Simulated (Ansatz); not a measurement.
# What a change does: single-point calculation on C2H6AlBr

System: C2H6AlBr, SMILES C[CH2][AlH][Br].
Method of run A: RKS wB97M-V/def2-SVP (Ansatz 0.2.0).

The geometry comes from this level: PBE0-D4/def2-TZVP. Text and figures count atoms from 1; the logs count them from 0 in places.

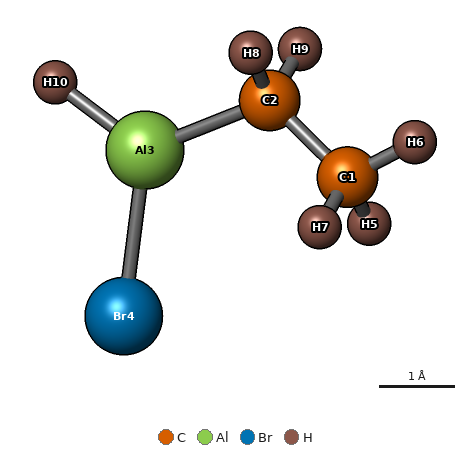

The structure as given in the input (ball-and-stick view, seen at a tilt; atoms are numbered from 1 in the order of the input). Sticks mark near contacts. Bond lengths as drawn: Al–Br 2.27 Å, Al–C 1.95 Å, Al–H 1.58 Å, C–C 1.53 Å and C–H 1.09 to 1.10 Å.

**Input file, run A**
```yaml
crystal:
  periodic: [false, false, false]
  atoms:
    - {symbol: C, position_ang: [-1.018207, 0.797542, 0.236552]}
    - {symbol: C, position_ang: [0.060149, -0.183522, 0.689452]}
    - {symbol: Al, position_ang: [1.251468, -0.894030, -0.678503]}
    - {symbol: Br, position_ang: [0.950549, -0.261846, -2.834758]}
    - {symbol: H, position_ang: [-1.684422, 0.349675, -0.504405]}
    - {symbol: H, position_ang: [-1.636725, 1.135266, 1.073004]}
    - {symbol: H, position_ang: [-0.584556, 1.685171, -0.229899]}
    - {symbol: H, position_ang: [0.699160, 0.271304, 1.458882]}
    - {symbol: H, position_ang: [-0.391936, -1.049861, 1.192104]}
    - {symbol: H, position_ang: [2.437519, -1.900800, -0.399427]}
basis:
  gaussian: {orbitals: def2-SVP}
hamiltonian: {xc: {name: wB97M-V}}
output: {orbitals: {seedname: orbitals}}
```

Hardware: 4 CPU threads, shared host.

**Output (run A)**
```
Functional definition: wB97M-V
  parameter omega = 0.3/bohr
  parameter cx = 0.15
  parameter cx01 = 1.007
  parameter cx10 = 0.259
  parameter css00 = 0.443
  parameter css04 = -1.437
  parameter css10 = -4.535
  parameter css20 = -3.390
  parameter css43 = 4.278
  parameter cos00 = 1.000
  parameter cos10 = 1.358
  parameter cos20 = 2.924
  parameter cos21 = -8.812
  parameter cos60 = -1.390
  parameter cos61 = 9.142
  parameter b = 6.0
  parameter c = 0.01
  gx(w, u) = 1 - cx + cx01*u + cx10*w
  gss(w, u) = css00 + css04*u^4 + css10*w + css20*w^2 + css43*w^4*u^3
  gos(w, u) = cos00 + cos10*w + (cos20 + cos21*u)*w^2 + (cos60 + cos61*u)*w^6
  exchange = spin_sum(e_x_unif_sr(omega)*gx(b97_w, b97_u_x)) + cx*exact_x_sr(omega) + exact_x_lr(omega)
  correlation = spin_sum(e_c_pw_mod_same_spin*gss(b97_w, b97_u_same))
      + integral(e_c_pw_mod_opposite_spin*gos(b97_w_opposite, b97_u_opposite)) + vv10(b, c)
1064 factors; integrals over basis functions are off by at most 1.2e-3 eV
295 factors; integrals over basis functions are off by at most 8.5e-6 eV
mean field evaluation 1: about -78795.5183 eV, gradient 3.6e1 eV
mean field evaluation 2: about -78796.8889 eV, gradient 2.9e1 eV
mean field evaluation 4: about -78798.9612 eV, gradient 7.2e-1 eV
mean field evaluation 8: about -78799.0192 eV, gradient 4.8e-2 eV
mean field evaluation 16: about -78799.0192 eV, gradient 8.9e-5 eV
mean field -78799.01923514 eV, -2895.8105449978 hartree, gradient 2.4e-5 eV, S^2 0.000000; 0 other end points of the search recorded, 0 dependent functions left out
reference -78799.01928071 eV, -2895.8105466724 hartree; 33, 33 occupied and 75, 75 virtual orbitals, 1064 factors
Total energy: -78799.01928071 eV, -2895.8105466724 hartree
```

Run B used a changed input.

**The two runs side by side**

```csv
quantity,run A,run B
outcome,converged,converged
total energy (hartree),−2895.810547,−2896.361102
HOMO (eV),−9.87,−9.95
LUMO (eV),0.49,0.21
basis functions,108,453
wall time (shared host),2.5 s,9 s
```

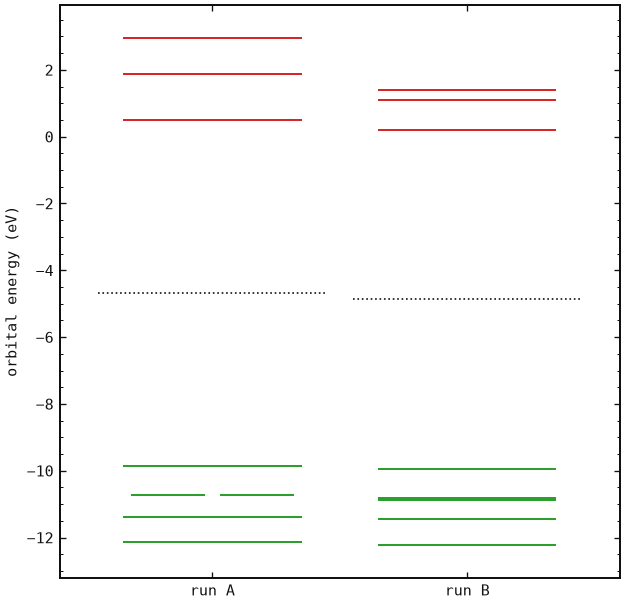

The five highest filled and three lowest empty orbital energies of the two runs; the dotted lines part filled from empty levels. The HOMO–LUMO gap is 10.35 eV in run A and 10.16 eV in run B.

What was changed in the input?

The change (lines with − go, lines with + come):
```diff
-  gaussian: {orbitals: def2-SVP}
+  gaussian: {orbitals: "def2-QZVPP.json"}
```

The total energy of run B is 345.5 kcal/mol lower, which measures the change of basis and not a stability. The HOMO goes from −9.87 to −9.95 eV. The LUMO goes from 0.49 to 0.21 eV. The basis functions go from 108 to 453.

**Output (run B)**
```
Functional definition: wB97M-V
  parameter omega = 0.3/bohr
  parameter cx = 0.15
  parameter cx01 = 1.007
  parameter cx10 = 0.259
  parameter css00 = 0.443
  parameter css04 = -1.437
  parameter css10 = -4.535
  parameter css20 = -3.390
  parameter css43 = 4.278
  parameter cos00 = 1.000
  parameter cos10 = 1.358
  parameter cos20 = 2.924
  parameter cos21 = -8.812
  parameter cos60 = -1.390
  parameter cos61 = 9.142
  parameter b = 6.0
  parameter c = 0.01
  gx(w, u) = 1 - cx + cx01*u + cx10*w
  gss(w, u) = css00 + css04*u^4 + css10*w + css20*w^2 + css43*w^4*u^3
  gos(w, u) = cos00 + cos10*w + (cos20 + cos21*u)*w^2 + (cos60 + cos61*u)*w^6
  exchange = spin_sum(e_x_unif_sr(omega)*gx(b97_w, b97_u_x)) + cx*exact_x_sr(omega) + exact_x_lr(omega)
  correlation = spin_sum(e_c_pw_mod_same_spin*gss(b97_w, b97_u_same))
      + integral(e_c_pw_mod_opposite_spin*gos(b97_w_opposite, b97_u_opposite)) + vv10(b, c)
1608 factors; their error is unknown
376 factors; integrals over basis functions are off by at most 1.5e-5 eV
mean field evaluation 1: about -78808.3804 eV, gradient 4.9e1 eV
mean field evaluation 2: about -78810.0321 eV, gradient 4.0e1 eV
mean field evaluation 4: about -78813.8904 eV, gradient 1.0e0 eV
mean field evaluation 8: about -78814.0006 eV, gradient 3.2e-2 eV
mean field -78814.00058498 eV, -2896.3610994498 hartree, gradient 6.6e-5 eV, S^2 0.000000; 0 other end points of the search recorded, 0 dependent functions left out
reference -78814.00065087 eV, -2896.3611018711 hartree; 33, 33 occupied and 420, 420 virtual orbitals, 1608 factors
Total energy: -78814.00065087 eV, -2896.3611018711 hartree
```
